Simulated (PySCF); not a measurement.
```tsv
atom	x (Å)	y (Å)	z (Å)
Si	-4.4442	0.1157	0.6467
C	-2.7714	-0.7254	0.3193
C	-1.6195	0.2705	0.2062
Si	0.0211	-0.6106	-0.1155
O	1.0864	0.6169	-0.2232
C	2.4241	0.5645	-0.3693
C	3.3117	-0.3687	-1.1236
C	3.5398	-0.1243	0.3413
C	3.4956	1.3775	0.2751
H	-4.3728	0.8714	1.9000
H	-5.4929	-0.9021	0.7451
H	-4.7544	1.0354	-0.4508
H	-2.5503	-1.4356	1.1182
H	-2.8246	-1.3150	-0.5978
H	-1.5628	0.8592	1.1237
H	-1.8321	0.9790	-0.5964
H	-0.0055	-1.3822	-1.3644
H	0.3859	-1.5249	0.9756
H	2.8857	-1.3223	-1.4092
H	4.0181	0.0327	-1.8431
H	3.6111	-0.7950	1.1683
H	4.2124	1.8998	-0.3507
H	3.2339	1.9104	1.1804
```

Geometry: GFN2-xTB.

These are results of PBE0/pcSseg-1, SCF density, gas phase, non-relativistic (PySCF 2.14.0), not measurements.

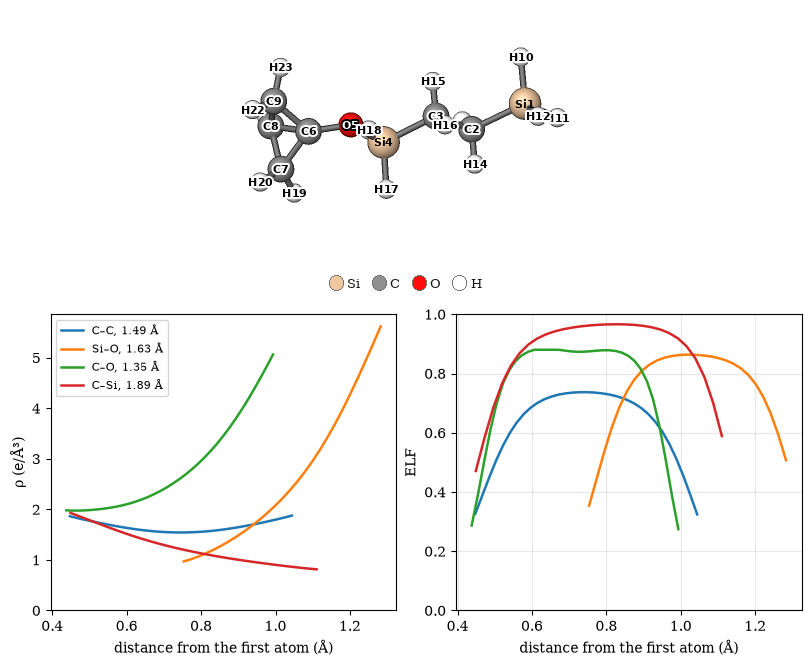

C₆H₁₄OSi₂ (SMILES [SiH3]CC[SiH2]O[C@]12C[C@H]1C2). Total electron density and electron localisation function along straight lines between neighbouring atoms. The curves leave out the atomic cores. The structure is drawn too.

Compare the contacts.

Answer. C–C (1.49 Å): ρ at the midpoint is about 1.5 e/Å³; the ELF peaks at about 0.75 between the atoms.
Si–O (1.63 Å): ρ is about 1.1 e/Å³ halfway; the ELF peaks at about 0.85 between the atoms; a shared but strongly polarised pair.
C–O (1.35 Å): ρ is about 2.3 e/Å³ halfway, with its minimum of 2 e/Å³ about 0.5 Å from C; the ELF peaks at about 0.90 between the atoms: a polar covalent bond.
C–Si (1.89 Å): ρ at the midpoint is about 0.96 e/Å³; the ELF peaks at about 0.95 between the atoms; a covalent bond.
